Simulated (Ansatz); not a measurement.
## The perfect InSb wire along [110], 6 atoms a period, H-terminated

What gap, if any, does the InSb wire along [110], 6 atoms a period, H-terminated have, and how does it change with the functional?

Calculated with Ansatz 0.2.0; DFT PBE, plane waves, PAW; relaxation of a wire's period; PAW set soft_1, in the first sound run; inputs show where later runs differ.

### 1. Starting point

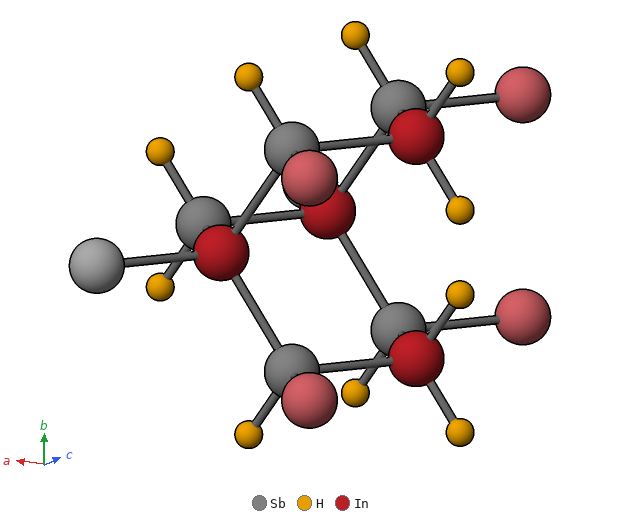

The starting structure, seen at a slant to the c axis (antimony grey, hydrogen orange, indium red). Some periodic images of atoms are drawn too.

The cell holds 14 atoms: 3 Sb, 8 H and 3 In. Its edges and angles: a = 13.811 Å, b = 14.395 Å, c = 4.688 Å, α = 90.0°, β = 90.0°, γ = 90.0°. Vacuum lies along a and b. The structure's axis is c.

### 2. Relaxing the period

Band widths follow the bond lengths, so the wire is relaxed first. The atoms and the third cell vector are free; the box across stays fixed as vacuum. A Fermi-Dirac smearing is set since the result may be a metal. The pressure printed is a third of the stress's trace over the whole box, vacuum included; only the stress along the axis is relaxed.

input.yaml

```yaml
crystal:
  lattice:
    - [13.811, 0.0, 0.0]
    - [0.0, 14.395, 0.0]
    - [0.0, 0.0, 4.6881179593]
  atoms:
    - { symbol: Sb, position: [0.440604118, 0.662833058, 0.0] }
    - { symbol: H, position: [0.513760513, 0.762094539, 0.0] }
    - { symbol: In, position: [0.560617151, 0.499994644, 0.0] }
    - { symbol: H, position: [0.246180581, 0.236193123, 0.5] }
    - { symbol: H, position: [0.246180581, 0.438119335, 0.5] }
    - { symbol: H, position: [0.246180581, 0.763796164, 0.5] }
    - { symbol: H, position: [0.246180581, 0.561869952, 0.5] }
    - { symbol: In, position: [0.320591085, 0.337156229, 0.5] }
    - { symbol: In, position: [0.320591085, 0.662833058, 0.5] }
    - { symbol: Sb, position: [0.680630185, 0.499994644, 0.5] }
    - { symbol: H, position: [0.75378658, 0.400733163, 0.5] }
    - { symbol: H, position: [0.75378658, 0.599256124, 0.5] }
    - { symbol: Sb, position: [0.440604118, 0.337156229, 0.0] }
    - { symbol: H, position: [0.513760513, 0.237894748, 0.0] }
kpoints:
  mp_grid: { grid: [1, 1, 18] }
scf:
  occupations: { method: fermi_dirac, width: 0.05 }
hamiltonian:
  xc: pbe
  pseudopotentials: { kind: paw, azcp: { folder: soft_1 } }
relax:
  cell: { fix: [a, b, alpha, beta, gamma] }
  max_steps: 45
  f_tol: 0.03
```

Started as:

```bash
$ ansatz run input.yaml --threads 4 --pin off --max-ram 16384MiB --backend cpu --events-out ev --progress --plain --runs-dir out
```

Numbers of over 12 decimals in the logs are rounded to 6 here.

The log of the run:

```text
Engine: ansatz 0.2.0, aarch64-unknown-linux-gnu
Pseudopotentials: kind: paw
Pseudopotential: Sb, paw, valence charge 15, recommended cutoff 420 eV (normal), soft_1/Sb.paw.azcp
Pseudopotential: H, paw, valence charge 1, recommended cutoff 420 eV (normal), soft_1/H.paw.azcp
Pseudopotential: In, paw, valence charge 13, recommended cutoff 420 eV (normal), soft_1/In.paw.azcp
Functional definition: PBE
  parameter kappa = 0.804
  parameter beta = 0.066725
  exchange = pbe_x(kappa = kappa, mu = beta*pi^2/3)
  correlation = pbe_c(beta = beta)
Crystal: 14 atoms, lattice volume = 932.042 Å³
Basis set: ecut = 420 eV, 18193 PW (Γ), exchange–correlation on 192×200×64 points (8 copies of the dense FFT grid, shifted against one another)
Bands: 60, of which v1, the nominal top of the filled ones, is band 46 counted from 1 (45 counted from 0)
Symmetry: 4 space group operations
Space group: Pmm2 (ITA 25), of the structure as read, at distance tolerance 9.8e-5 Å
k-points: 10 of 18
Non-local potential: Sb, projectors of the file, l = 0: 2, l = 1: 2, l = 2: 2, l = 3: 1
Non-local potential: H, projectors of the file, l = 0: 2, l = 1: 1
Non-local potential: In, projectors of the file, l = 0: 2, l = 1: 2, l = 2: 2, l = 3: 1
PAW form: soft (Blöchl's): semilocal exchange-correlation on the pseudo side does not see the compensation charge
PAW one-centre angular grid: Sb, 590 points (default); XC on 64 Gauss nodes
PAW one-centre angular grid: H, 110 points (default); XC on 64 Gauss nodes
PAW one-centre angular grid: In, 590 points (default); XC on 64 Gauss nodes
Initial density: superposition of atomic densities (neutral atoms: chi_scale 0, normalization atom)
Initial wavefunctions: pseudopotential atomic-orbital guess
Functional: x = pbe(κ = 0.804, μ = 0.219515), c = pbe(β = 0.066725)
SCF iter   1: F=—  HF=-36373.165440 eV  |F-HF|=—  |Δ(HF+E_count)|=         —  Δρ=2.73e-2  dr2=8.88e0  ethr=3.10e-3  ⟨swp⟩=8.4  Hψ=2828  notcnv=0  defer=7
preconditioner: auto → Resta (q_TF=auto, 1.855 Å⁻¹)  ε∞=1.6  [insulator: Δε(μ)=1.722 eV  Ē_g=12.671 eV  σ=0.050 eV  W_gap=1.00  n_scr=102 (ndim 8)  ℏωp=9.6 eV  f_vac=0.602  D(μ)=0.00/eV (n_scr^D=0)  ε∞_Penn≈1.6  vacuum switching on, ρ_ref=1.2e-2 e/Å³]
SCF iter   2: F=—  HF=-36370.798609 eV  |F-HF|=—  |Δ(HF+E_count)|=    2.37e0  Δρ=9.56e-3  dr2=1.29e0  ethr=3.10e-3  ⟨swp⟩=3.6  Hψ=1105  notcnv=0  defer=78
SCF iter   3: F=—  HF=-36370.551450 eV  |F-HF|=—  |Δ(HF+E_count)|=   2.47e-1  Δρ=4.43e-3  dr2=2.92e-1  ethr=1.40e-3  ⟨swp⟩=3.7  Hψ=893  notcnv=0  defer=71
SCF iter   4: F=—  HF=-36370.500898 eV  |F-HF|=—  |Δ(HF+E_count)|=   5.06e-2  Δρ=1.09e-3  dr2=2.31e-2  ethr=3.17e-4  ⟨swp⟩=3.5  Hψ=860  notcnv=0  defer=71
SCF iter   5: F=—  HF=-36370.499241 eV  |F-HF|=—  |Δ(HF+E_count)|=   1.66e-3  Δρ=4.35e-4  dr2=1.44e-3  ethr=2.51e-5  ⟨swp⟩=2.6  Hψ=912  notcnv=0  defer=78
SCF iter   6: F=—  HF=-36370.499698 eV  |F-HF|=—  |Δ(HF+E_count)|=   4.57e-4  Δρ=1.45e-4  dr2=2.36e-4  ethr=1.57e-6  ⟨swp⟩=2.0  Hψ=769  notcnv=0  defer=78
SCF iter   7: F=—  HF=-36370.499776 eV  |F-HF|=—  |Δ(HF+E_count)|=   7.84e-5  Δρ=3.04e-5  dr2=1.02e-5  ethr=2.57e-7  ⟨swp⟩=2.0  Hψ=679  notcnv=0  defer=78
SCF iter   8: F=—  HF=-36370.499785 eV  |F-HF|=—  |Δ(HF+E_count)|=   8.94e-6  Δρ=8.32e-6  dr2=7.21e-7  ethr=1.11e-8  ⟨swp⟩=2.0  Hψ=761  notcnv=0  defer=78
SCF iter   9: F=—  HF=-36370.499786 eV  |F-HF|=—  |Δ(HF+E_count)|=   9.48e-7  Δρ=3.07e-6  dr2=2.55e-7  ethr=1.09e-10  ⟨swp⟩=5.5  Hψ=2226  notcnv=0
SCF iter  10: F=-36370.499786 eV  HF=-36370.499786 eV  |F-HF|=9.23e-9  |Δ(HF+E_count)|=   9.30e-9  Δρ=1.12e-6  dr2=3.05e-8  ethr=1.09e-10  ⟨swp⟩=5.0  Hψ=1953  notcnv=0
SCF 1 converged in 10 iterations: F = -36370.499786 eV  dr2 = 3.05e-8
  greatest PAW one-centre occupation: 0.995 electrons in one spin orbital (limit 2), on the Sb atom at site 9 (counted from 0), in its partial waves of l = 2
relax step   1: F+E_penalty+E_count = -36370.49978599 eV  Δ(F+E_penalty+E_count) = +0.000e0 eV  max|allowed force component| = 9.166e-1 eV/Å  Δτ_max = 0.0000 Å  P = -0.234 GPa  Ω = 932.042 Å³  fix = [a, b, alpha, beta, gamma]  reactions: a -0.390, b -0.606 GPa  (10 SCF iters, dr2 threshold 1.00e-7 eV, accepted)
Crystal: 14 atoms, lattice volume = 937.637 Å³
Basis set: ecut = 420 eV, 18293 PW (Γ), exchange–correlation on 192×200×64 points (8 copies of the dense FFT grid, shifted against one another)
Initial density: handed on by an earlier stage of this run
Initial wavefunctions: those handed on with the density
iter 1 solved again at ethr=4.41e-4 eV; its pass at ethr=3.10e-3 eV (dr2=4.05e-1 eV) is discarded
SCF iter   1: F=—  HF=-36371.011130 eV  |F-HF|=—  |Δ(HF+E_count)|=         —  Δρ=6.66e-3  dr2=4.10e-1  ethr=4.41e-4  ⟨swp⟩=3.0  Hψ=2940  notcnv=0
preconditioner: auto → Resta (q_TF=auto, 1.853 Å⁻¹)  ε∞=1.6  [insulator: Δε(μ)=1.500 eV  Ē_g=12.666 eV  σ=0.050 eV  W_gap=1.00  n_scr=102 (ndim 8)  ℏωp=9.5 eV  f_vac=0.649  D(μ)=0.00/eV (n_scr^D=0)  ε∞_Penn≈1.6  vacuum switching on, ρ_ref=1.2e-2 e/Å³]
SCF iter   2: F=—  HF=-36370.917072 eV  |F-HF|=—  |Δ(HF+E_count)|=   9.41e-2  Δρ=3.35e-3  dr2=6.81e-2  ethr=4.41e-4  ⟨swp⟩=4.2  Hψ=1111  notcnv=0  defer=9
SCF iter   3: F=—  HF=-36370.911741 eV  |F-HF|=—  |Δ(HF+E_count)|=   5.33e-3  Δρ=1.05e-3  dr2=2.06e-2  ethr=7.40e-5  ⟨swp⟩=3.6  Hψ=1026  notcnv=0  defer=86
SCF iter   4: F=—  HF=-36370.908269 eV  |F-HF|=—  |Δ(HF+E_count)|=   3.47e-3  Δρ=3.04e-4  dr2=1.27e-3  ethr=2.23e-5  ⟨swp⟩=2.2  Hψ=682  notcnv=0  defer=86
SCF iter   5: F=—  HF=-36370.908221 eV  |F-HF|=—  |Δ(HF+E_count)|=   4.77e-5  Δρ=8.09e-5  dr2=5.52e-5  ethr=1.38e-6  ⟨swp⟩=2.2  Hψ=872  notcnv=0  defer=85
SCF iter   6: F=—  HF=-36370.908245 eV  |F-HF|=—  |Δ(HF+E_count)|=   2.40e-5  Δρ=2.28e-5  dr2=7.54e-6  ethr=6.00e-8  ⟨swp⟩=2.0  Hψ=704  notcnv=0  defer=85
SCF iter   7: F=-36370.908246 eV  HF=-36370.908247 eV  |F-HF|=2.31e-7  |Δ(HF+E_count)|=   1.87e-6  Δρ=7.15e-6  dr2=7.82e-7  ethr=1.52e-9  ⟨swp⟩=5.1  Hψ=2061  notcnv=0
SCF 2 converged in 7 iterations: F = -36370.908246 eV  dr2 = 7.82e-7
relax step   2: F+E_penalty+E_count = -36370.90824649 eV  Δ(F+E_penalty+E_count) = -4.085e-1 eV  max|allowed force component| = 3.823e-1 eV/Å  Δτ_max = 0.1912 Å  P = +0.071 GPa  Ω = 937.637 Å³  energy of the carried Pulay correction = -5.654e-4 eV  fix = [a, b, alpha, beta, gamma]  reactions: a -0.158, b +0.295 GPa  (7 SCF iters, dr2 threshold 1.40e-6 eV, accepted)
Crystal: 14 atoms, lattice volume = 942.380 Å³
Basis set: ecut = 420 eV, 18345 PW (Γ), exchange–correlation on 192×200×64 points (8 copies of the dense FFT grid, shifted against one another)
[...]
relax step  11: F+E_penalty+E_count = -36371.12454701 eV  Δ(F+E_penalty+E_count) = -2.137e-3 eV  max|allowed force component| = 1.419e-2 eV/Å  Δτ_max = 0.0912 Å  P = -0.002 GPa  Ω = 960.274 Å³  energy of the carried Pulay correction = -2.818e-3 eV  fix = [a, b, alpha, beta, gamma]  reactions: a -0.006, b +0.007 GPa  (10 SCF iters, accepted)
relax step  12: F+E_penalty+E_count = -36371.12435752 eV  Δ(F+E_penalty+E_count) = +1.895e-4 eV  max|allowed force component| = 5.226e-2 eV/Å  Δτ_max = 0.0935 Å  P = -0.030 GPa  Ω = 960.027 Å³  energy of the carried Pulay correction = -2.794e-3 eV  fix = [a, b, alpha, beta, gamma]  (10 SCF iters, rejected (line search))
relax step  13: F+E_penalty+E_count = -36371.12492923 eV  Δ(F+E_penalty+E_count) = -3.822e-4 eV  max|allowed force component| = 1.212e-2 eV/Å  Δτ_max = 0.0462 Å  P = -0.006 GPa  Ω = 959.818 Å³  energy of the carried Pulay correction = -2.774e-3 eV  fix = [a, b, alpha, beta, gamma]  reactions: a -0.016, b +0.001 GPa  (9 SCF iters, accepted)
relax step  14: F+E_penalty+E_count = -36371.12317056 eV  Δ(F+E_penalty+E_count) = +1.759e-3 eV  max|allowed force component| = 4.621e-2 eV/Å  Δτ_max = 0.0488 Å  P = -0.001 GPa  Ω = 959.520 Å³  energy of the carried Pulay correction = -2.744e-3 eV  fix = [a, b, alpha, beta, gamma]  (10 SCF iters, rejected (line search))
relax step  15: F+E_penalty+E_count = -36371.12520852 eV  Δ(F+E_penalty+E_count) = -2.793e-4 eV  max|allowed force component| = 6.368e-3 eV/Å  Δτ_max = 0.0239 Å  P = -0.005 GPa  Ω = 959.640 Å³  energy of the carried Pulay correction = -2.756e-3 eV  fix = [a, b, alpha, beta, gamma]  reactions: a -0.015, b +0.001 GPa  (9 SCF iters, accepted)
Basis set: ecut = 420 eV, 18695 PW (Γ), exchange–correlation on 192×200×72 points (8 copies of the dense FFT grid, shifted against one another)
Initial wavefunctions: pseudopotential atomic-orbital guess (no wavefunctions were taken with the density)
iter 1 solved again at ethr=4.68e-7 eV; its pass at ethr=3.10e-3 eV (dr2=4.30e-4 eV) is discarded
SCF iter   1: F=—  HF=-36371.119977 eV  |F-HF|=—  |Δ(HF+E_count)|=         —  Δρ=1.03e-4  dr2=3.67e-6  ethr=4.68e-7  ⟨swp⟩=3.8  Hψ=4647  notcnv=0
preconditioner: auto → Resta (q_TF=auto, 1.846 Å⁻¹)  ε∞=1.5  [insulator: Δε(μ)=1.752 eV  Ē_g=12.745 eV  σ=0.050 eV  W_gap=1.00  n_scr=102 (ndim 8)  ℏωp=9.4 eV  f_vac=0.651  D(μ)=0.00/eV (n_scr^D=0)  ε∞_Penn≈1.5  vacuum switching on, ρ_ref=1.2e-2 e/Å³]
SCF iter   2: F=—  HF=-36371.125716 eV  |F-HF|=—  |Δ(HF+E_count)|=   5.74e-3  Δρ=5.19e-5  dr2=9.55e-7  ethr=3.99e-9  ⟨swp⟩=3.0  Hψ=1268  notcnv=0
SCF iter   3: F=—  HF=-36371.128291 eV  |F-HF|=—  |Δ(HF+E_count)|=   2.57e-3  Δρ=8.68e-6  dr2=2.65e-7  ethr=1.04e-9  ⟨swp⟩=3.0  Hψ=961  notcnv=0
SCF iter   4: F=—  HF=-36371.128397 eV  |F-HF|=—  |Δ(HF+E_count)|=   1.06e-4  Δρ=1.80e-6  dr2=2.30e-8  ethr=2.88e-10  ⟨swp⟩=3.1  Hψ=1049  notcnv=0
SCF iter   5: F=—  HF=-36371.128402 eV  |F-HF|=—  |Δ(HF+E_count)|=   4.80e-6  Δρ=5.75e-7  dr2=2.87e-9  ethr=2.50e-11  ⟨swp⟩=2.9  Hψ=1160  notcnv=0
SCF iter   6: F=—  HF=-36371.128402 eV  |F-HF|=—  |Δ(HF+E_count)|=   7.49e-7  Δρ=1.95e-7  dr2=9.10e-10  ethr=3.11e-12  ⟨swp⟩=2.8  Hψ=1042  notcnv=0
SCF iter   7: F=-36371.128403 eV  HF=-36371.128403 eV  |F-HF|=5.82e-11  |Δ(HF+E_count)|=   8.11e-8  Δρ=4.19e-8  dr2=4.77e-11  ethr=1.00e-12  ⟨swp⟩=4.0  Hψ=2523  notcnv=0
SCF 16 converged in 7 iterations: F = -36371.128403 eV  dr2 = 4.77e-11
relax step  16: F+E_penalty+E_count = -36371.12840253 eV  Δ(F+E_penalty+E_count) = -3.194e-3 eV  max|allowed force component| = 6.491e-3 eV/Å  Δτ_max = 0.0000 Å  P = -0.003 GPa  Ω = 959.640 Å³  fix = [a, b, alpha, beta, gamma]  reactions: a -0.014, b +0.002 GPa  stress off target by 3.89e-3 GPa on what of the cell is left free  SCF on the basis re-selected at this cell (its energy is not comparable with the rows above)  (7 SCF iters)
basis re-selected at this cell: Δ(F+E_penalty+E_count) = -3.194e-3 eV, ΔP = +0.002 GPa vs the last step (what re-selecting the basis moved, of the pressure what is left beyond the Pulay correction that the steps carried, after the strain that the cell walked since its last selection, with what the two solves' SCF thresholds leave and, on support functions, any second-order correction that the steps lacked; it is no measure of the basis error at this ecutwfc). The dense FFT grid was sized anew with the basis: this SCF ran on 96×100×36 points, the steps before it on 96×100×32, so part of this shift can come from that change (see relax.cell in the input reference). [rest of the remark cut]
SCF converged after 7 iterations
Free energy (F): -36371.128403 eV
Harris-Foulkes:  -36371.128403 eV  (|F-HF|=5.82e-11)
Internal energy: -36371.128403 eV  (E = F + TS)
E sigma→0 (E₀):  -36371.128403 eV
Fermi energy:    -1.810061 eV
--- Per-component energies (eV) ---
  E_band       = -1609.197375
  E_kinetic    = 1243.927778
  E_local      = -26945.114395  (includes V_loc(G=0)·N_el)
  E_nonlocal   = 2158.527140
  E_hartree    = 12238.942952
  E_xc         = -787.536284
  E_vxc        = -620.473415  (∫ρ·V_xc dr)
  E_paw        = -26272.294226  (= ΣΔE_a)
  E_vpaw       = -1923.944499  (= ΣTr[D̂ρ^β])
  E_aug_tail   = -0.006091  (compensation charges beyond the density's cutoff)
  E_ewald      = 1992.424724
  E_smearing   = -0.000000  (= −TS)
  E_closure    = 0.000000  (closes the sum)
  Σ components = -36371.128403   (vs F -36371.128403, Δ=0.00e0)
--- Forces (eV/Å), atoms counted from 1 ---
  atom   1  Sb     0.00076731     0.00244952     0.00000000
  atom   2  H     -0.00244724    -0.00143062     0.00000000
  atom   3  In     0.00018218     0.00000000     0.00000000
  atom   4  H      0.00101654     0.00564918     0.00000000
  atom   5  H      0.00539795    -0.00649146     0.00000000
  atom   6  H      0.00101654    -0.00564918     0.00000000
  atom   7  H      0.00539795     0.00649146     0.00000000
  atom   8  In    -0.00466793    -0.00016824     0.00000000
  atom   9  In    -0.00466793     0.00016824     0.00000000
  atom  10  Sb     0.00318444     0.00000000     0.00000000
  atom  11  H     -0.00175029    -0.00152076     0.00000000
  atom  12  H     -0.00175029     0.00152076     0.00000000
  atom  13  Sb     0.00076731    -0.00244952     0.00000000
  atom  14  H     -0.00244724     0.00143062     0.00000000
  max |Σ_I F_I| component: 7.07e-7 eV/Å
--- Stress (GPa, compression-positive) ---
       -0.013613       0.000000       0.000000
        0.000000       0.001584       0.000000
        0.000000       0.000000       0.003893
  P = ⅓ Tr σ = -0.0027 GPa (-0.027 kbar)
--- Relaxed structure (15 steps of the walk, 12 accepted, 1 SCFs on fresh bases) ---
  F+E_penalty+E_count = -36371.12840253 eV   max|allowed force component| = 6.491e-3 eV/Å   (the final SCF, on the basis selected at the relaxed cell)
  cell:  # Å, volume = 959.6399 Å³
    - [13.811, 0.0, 0.0]
    - [0.0, 14.395, 0.0]
    - [0.0, 0.0, 4.826936]
  atoms:
    - { symbol: Sb, position: [0.430294, 0.670199, 0.0] }
    - { symbol: H, position: [0.529470, 0.741911, 0.0] }
    - { symbol: In, position: [0.530783, 0.5, 0.0] }
    - { symbol: H, position: [0.312585, 0.166734, 0.500000] }
    - { symbol: H, position: [0.228055, 0.368180, 0.500000] }
    - { symbol: H, position: [0.312585, 0.833266, 0.500000] }
    - { symbol: H, position: [0.228055, 0.631820, 0.500000] }
    - { symbol: In, position: [0.320758, 0.286921, 0.500000] }
    - { symbol: In, position: [0.320758, 0.713079, 0.500000] }
    - { symbol: Sb, position: [0.648300, 0.5, 0.500000] }
    - { symbol: H, position: [0.731024, 0.411509, 0.500000] }
    - { symbol: H, position: [0.731024, 0.588491, 0.500000] }
    - { symbol: Sb, position: [0.430294, 0.329801, 0.0] }
    - { symbol: H, position: [0.529470, 0.258089, 0.0] }
```

Run time: 3.7 min. Hardware: 4 threads of Arm Neoverse V1, shared host; peak memory 1.6 GiB; 15 min of CPU time.

Step by step:

```tsv
step	energy less that of the first step (eV)	largest force component (eV/Å)	pressure (GPa)	volume (Å³)
1	0.0000	0.9166	-0.23	932.04
2	-0.4085	0.3823	0.07	937.64
3	-0.4858	0.1545	0.12	942.38
4	-0.5492	0.1150	0.05	948.99
5	-0.5814	0.0796	0.03	954.04
6	-0.5809	0.1360	-0.01	965.00
7	-0.6133	0.0248	0.00	959.35
8	-0.6177	0.0557	-0.03	960.22
9	-0.6226	0.0598	0.01	959.15
10	-0.6220	0.1446	-0.07	961.32
11	-0.6248	0.0142	0.00	960.27
12	-0.6246	0.0523	-0.03	960.03
13	-0.6251	0.0121	-0.01	959.82
14	-0.6234	0.0462	0.00	959.52
15	-0.6254	0.0064	0.00	959.64
16*	-0.6286	0.0065	0.00	959.64
```

Relaxation steps marked * repeat the geometry before them on a plane-wave basis chosen anew for their cell, so energy and pressure can jump there. Relaxation steps 10, 12, 14 were tried and not accepted.

The run keeps the 4 symmetry operations that it works with, so distortions that break them were not tested.

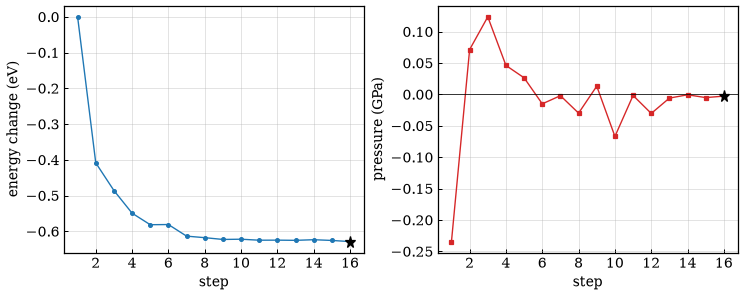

Energy and pressure along the relaxation. Stars mark steps on a basis chosen anew.

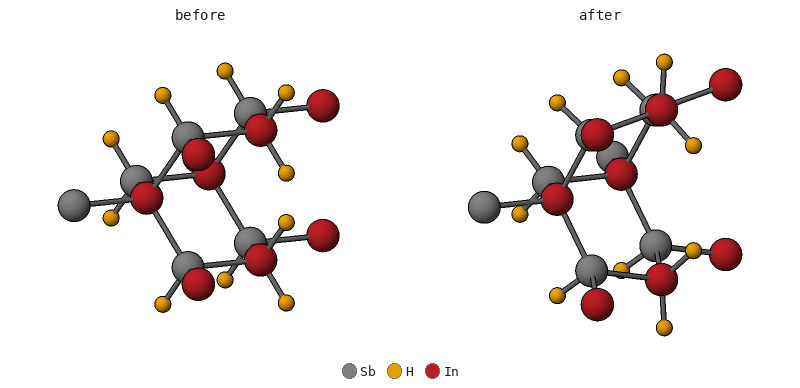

The structure before and after the relaxation, drawn at the same scale.

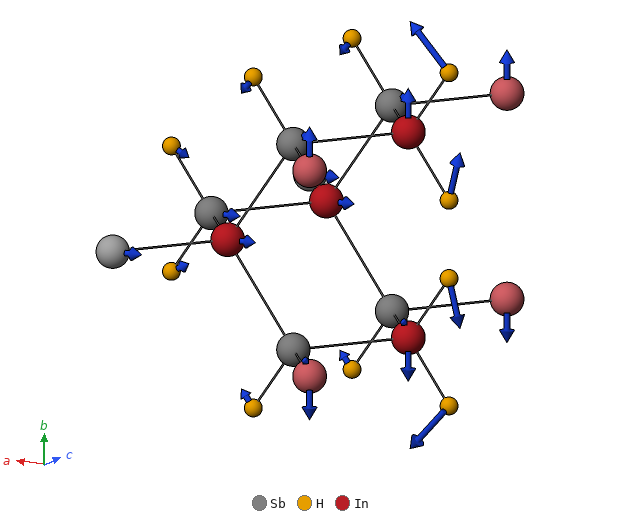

Displacements in the relaxation, scaled, measured against the changing cell; the longest in the cell stands for 1.36 Å. Some periodic images of atoms are drawn too.

```tsv
cell as run	before	after	change
c (Å)	4.688	4.827	+3.0 %
```

The atoms that moved most (Å, along periodic axes as changes of fractional coordinates times the final cell, across vacuum about the mean position):

```tsv
atom	dx	dy	dz	length
H6	0.917	1.000	0.000	1.357
H4	0.917	-1.000	0.000	1.357
H7	-0.250	1.007	0.000	1.038
H5	-0.250	-1.007	0.000	1.038
In9	0.002	0.723	0.000	0.723
In8	0.002	-0.723	0.000	0.723
Sb10	-0.447	0.000	0.000	0.447
In3	-0.412	0.000	0.000	0.412
```

Final coordinates:

```cif
data_structure
_symmetry_space_group_name_H-M 'P 1'
_symmetry_Int_Tables_number 1
_cell_length_a 13.8110
_cell_length_b 14.3950
_cell_length_c 4.8269
_cell_angle_alpha 90.000
_cell_angle_beta 90.000
_cell_angle_gamma 90.000
_cell_volume 959.64
loop_
_atom_site_label
_atom_site_type_symbol
_atom_site_fract_x
_atom_site_fract_y
_atom_site_fract_z
_atom_site_occupancy
Sb1 Sb 0.43029 0.67020 0.00000 1
H2 H 0.52947 0.74191 0.00000 1
In3 In 0.53078 0.50000 0.00000 1
H4 H 0.31258 0.16673 0.50000 1
H5 H 0.22806 0.36818 0.50000 1
H6 H 0.31258 0.83327 0.50000 1
H7 H 0.22806 0.63182 0.50000 1
In8 In 0.32076 0.28692 0.50000 1
In9 In 0.32076 0.71308 0.50000 1
Sb10 Sb 0.64830 0.50000 0.50000 1
H11 H 0.73102 0.41151 0.50000 1
H12 H 0.73102 0.58849 0.50000 1
Sb13 Sb 0.43029 0.32980 0.00000 1
H14 H 0.52947 0.25809 0.00000 1
```

This step gave:

```yaml
cell_length_along_the_wire: 4.827 Å
```

The cell's length comes to 4.827 Å with spin left out.

(Continued in part 2 of 2.)

[Logs are printed without paths, hosts, clocks, repeated set-up lines and the standing remarks that a program may print on its own settings, such as how far it seeks lower states.]

[Hosts, paths, dates, database ids (printed as entryN), source tags and the programs' standing remarks are cut or masked in the printed files.]
